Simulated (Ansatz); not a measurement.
**wB97M-V/STO-3G run of InH3F− ([InFH3]-)**

Aim: the energy change on altering one bond length of InH3F− ([InFH3]-) at wB97M-V/STO-3G, from 2 runs. 

Program for the calculation: Ansatz 0.2.0.

4 further runs of the same task are left out: 4 that didn't finish.

## (1) The system as given

The species is InH3F− (5 atoms), meant as a singlet with charge -1. SMILES: `[H][In-]([H])([H])[F]`. The shape comes from GFN2-xTB, which is rough for such elements, and wasn't checked as a minimum.

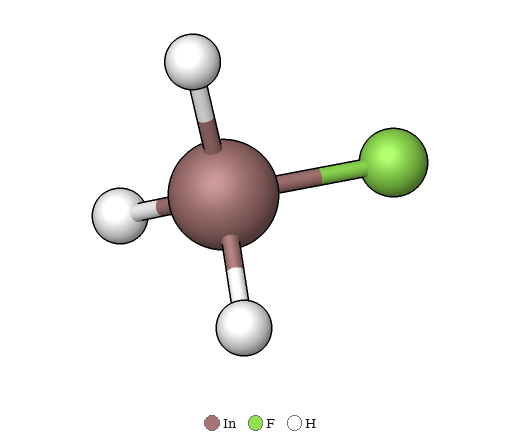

Viewed from a chosen angle; indium brown, fluorine green, hydrogen white.

## (2) A single-point energy at wB97M-V/STO-3G

in.yaml reads:

```yaml
crystal:
  periodic: [false, false, false]
  atoms:
    - symbol: In
      position_ang: [0.001730, 0.003130, -0.134360]
    - symbol: F
      position_ang: [0.009540, -0.019260, 1.883540]
    - symbol: H
      position_ang: [1.643850, 0.009670, -0.593190]
    - symbol: H
      position_ang: [-0.832240, 1.425350, -0.564970]
    - symbol: H
      position_ang: [-0.822880, -1.418880, -0.591010]
basis:
  gaussian: {orbitals: STO-3G}
total_charge: -1
accuracy: high
hamiltonian: {xc: {name: wB97M-V}}
```

Run with:

```sh
ansatz run in.yaml --threads 1 --pin off --max-ram 2610MiB --events-out events.jsonl --progress --plain --runs-dir runs
```

What it wrote:

```text
Warning: RAYON_NUM_THREADS=1 ignored (pool sized by the plan → 1); use --threads N
Functional definition: wB97M-V
  name "wB97M-V"
  parameter omega = 0.3/bohr
  parameter cx = 0.15
  parameter cx01 = 1.007
  parameter cx10 = 0.259
  parameter css00 = 0.443
  parameter css04 = -1.437
  parameter css10 = -4.535
  parameter css20 = -3.390
  parameter css43 = 4.278
  parameter cos00 = 1.000
  parameter cos10 = 1.358
  parameter cos20 = 2.924
  parameter cos21 = -8.812
  parameter cos60 = -1.390
  parameter cos61 = 9.142
  parameter b = 6.0
  parameter c = 0.01
  gx(w, u) = 1 - cx + cx01*u + cx10*w
  gss(w, u) = css00 + css04*u^4 + css10*w + css20*w^2 + css43*w^4*u^3
  gos(w, u) = cos00 + cos10*w + (cos20 + cos21*u)*w^2 + (cos60 + cos61*u)*w^6
  exchange = spin_sum(e_x_unif_sr(omega)*gx(b97_w, b97_u_x)) + cx*exact_x_sr(omega) + exact_x_lr(omega)
  correlation = spin_sum(e_c_pw_mod_same_spin*gss(b97_w, b97_u_same))
      + integral(e_c_pw_mod_opposite_spin*gos(b97_w_opposite, b97_u_opposite)) + vv10(b, c)
645 factors; integrals over basis functions are off by at most 3.8e-9 eV
145 factors; integrals over basis functions are off by at most 7.3e-10 eV
mean field evaluation 1: about -157418.6296 eV, gradient 1.0e1 eV
mean field evaluation 2: about -157419.2447 eV, gradient 2.7e0 eV
mean field evaluation 4: about -157419.2940 eV, gradient 1.7e-1 eV
mean field evaluation 8: about -157419.2109 eV, gradient 3.6e-3 eV
mean field evaluation 16: about -157419.2109 eV, gradient 5.3e-8 eV
mean field -157419.21089264 eV, -5785.0492977311 hartree, gradient 4.7e-8 eV, S^2 0.000000; 0 other end points of the search recorded, 0 dependent functions left out
reference -157419.21089506 eV, -5785.0492978200 hartree; 31, 31 occupied and 4, 4 virtual orbitals, 645 factors
Total energy: -157419.21089506 eV, -5785.0492978200 hartree
```

It took 23 s on 1 thread of Arm Neoverse V2, shared host; peak memory 0.3 GiB.

## (3) The distorted shape, same level

input.yaml reads:

```yaml
crystal:
  periodic: [false, false, false]
  atoms:
    - {symbol: In, position_ang: [0.207898, 0.358659, -0.020189]}
    - {symbol: F, position_ang: [0.215708, 0.336269, 1.997711]}
    - {symbol: H, position_ang: [1.850018, 0.365199, -0.479019]}
    - {symbol: H, position_ang: [-0.626072, 1.780879, -0.450799]}
    - {symbol: H, position_ang: [-0.822880, -1.418880, -0.591010]}
basis:
  gaussian:
    orbitals: STO-3G
total_charge: -1
hamiltonian:
  xc: {name: wB97M-V}
accuracy: high
```

Run with:

```sh
ansatz run input.yaml --threads 1 --pin off --max-ram 2610MiB --events-out events.jsonl --progress --plain --runs-dir runs
```

What it wrote, cut to the lines that bear on the results:

```text
Warning: RAYON_NUM_THREADS=1 ignored (pool sized by the plan → 1); use --threads N
[... 2 set-up lines as earlier in the session ...]
[...]
  gx(w, u) = 1 - cx + cx01*u + cx10*w
  gss(w, u) = css00 + css04*u^4 + css10*w + css20*w^2 + css43*w^4*u^3
  gos(w, u) = cos00 + cos10*w + (cos20 + cos21*u)*w^2 + (cos60 + cos61*u)*w^6
[...]
      + integral(e_c_pw_mod_opposite_spin*gos(b97_w_opposite, b97_u_opposite)) + vv10(b, c)
645 factors; integrals over basis functions are off by at most 4.4e-9 eV
145 factors; integrals over basis functions are off by at most 8.2e-10 eV
[...]
mean field -157418.11944598 eV, -5785.0091878059 hartree, gradient 4.9e-8 eV, S^2 0.000000; 0 other end points of the search recorded, 0 dependent functions left out
reference -157418.11944846 eV, -5785.0091878974 hartree; 31, 31 occupied and 4, 4 virtual orbitals, 645 factors
Total energy: -157418.11944846 eV, -5785.0091878974 hartree
```

It took 22 s on 1 thread of Arm Neoverse V2, shared host; peak memory 0.3 GiB.

## (4) Outcome

Level: wB97M-V/STO-3G.

| quantity | value |
| --- | --- |
| first shape: total energy | -5785.04930 Eh |
| distorted shape: total energy | -5785.00919 Eh |
| energy change with the In1–H5 bond stretched from 1.706 to 2.133 Å | 1.091 eV |

In words: With the In1–H5 bond stretched from 1.706 to 2.133 Å the energy rises by 1.09 eV (25 kcal/mol). The first shape isn't relaxed at this level, so the change isn't measured from a minimum. The minimal basis adds a large error of its own. Relativity is left out (first shape) although the molecule holds a heavy atom. Relativity is left out (distorted shape) although the molecule holds a heavy atom.
